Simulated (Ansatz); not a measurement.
Response to strain in SrTiO3

Base system: SrTiO3 in the cubic perovskite structure (space group Pm-3m, No. 221).

```cif
data_O3SrTi
_chemical_formula_sum 'Sr1 Ti1 O3'
_space_group_name_H-M_alt 'P 1'
_space_group_IT_number 1
_cell_length_a 3.85418
_cell_length_b 3.85418
_cell_length_c 3.85418
_cell_angle_alpha 90.000
_cell_angle_beta 90.000
_cell_angle_gamma 90.000
loop_
_space_group_symop_operation_xyz
  'x, y, z'
loop_
_atom_site_label
_atom_site_type_symbol
_atom_site_fract_x
_atom_site_fract_y
_atom_site_fract_z
_atom_site_occupancy
Sr1 Sr 0.00000 0.00000 0.00000 1
Ti1 Ti 0.50000 0.50000 0.50000 1
O1 O 0.50000 0.00000 0.50000 1
O2 O 0.00000 0.50000 0.50000 1
O3 O 0.50000 0.50000 0.00000 1
```

Strains are applied to the cell and any free atomic positions relax.

Computed with LDA/PAW in Ansatz (a quantum-chemistry and plane-wave program), no spin-orbit coupling.

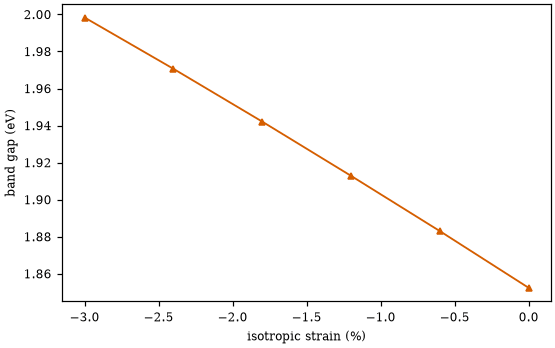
Figure. Band gap against isotropic strain

| isotropic strain (%) | band gap |
|---|---|
| -3 | 2.00 eV |
| -2.4 | 1.97 eV |
| -1.8 | 1.94 eV |
| -1.2 | 1.91 eV |
| -0.6 | 1.88 eV |

No phonon test of stability was made. All final runs are without spin polarisation. Many cubic perovskites are stable only at high temperature; tilts and polar distortions were not tested.
